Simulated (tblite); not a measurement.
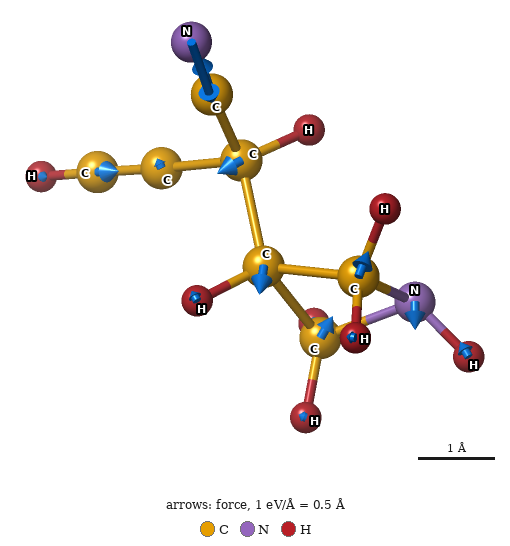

Starting geometry of C₇H₈N₂ with the computed forces as blue arrows. The picture is a ball-and-stick view, seen from a free direction.

These are results of GFN2-xTB geometry optimisation, gas phase in tblite, not measurements. 

**Is this structure relaxed? If not, where do the atoms go?**

It isn't relaxed: the largest force vector, on an N atom, is 2.65 eV/Å. The final displacements have little in common with the starting forces (cosine between the two patterns 0.20). Over 53 geometry steps the energy falls by 17.1 kJ/mol. The largest move after the best rigid fit is that of an H atom, 0.19 Å. Largest moves by element: H 0.19 Å, N 0.16 Å, C 0.07 Å. Among the contacts that change: C–C 1.477 → 1.449 Å, C–N 1.163 → 1.142 Å, H–N 1.028 → 1.013 Å, C–N 1.480 → 1.465 Å. Among the angles between lasting bonds that change: C–C–C 112.2° → 108.6°, C–C–H 112.9° → 116.2°, C–C–C 116.2° → 113.4°. Cost: 0.28 s on 1 thread of Arm Neoverse V2, on a shared host.
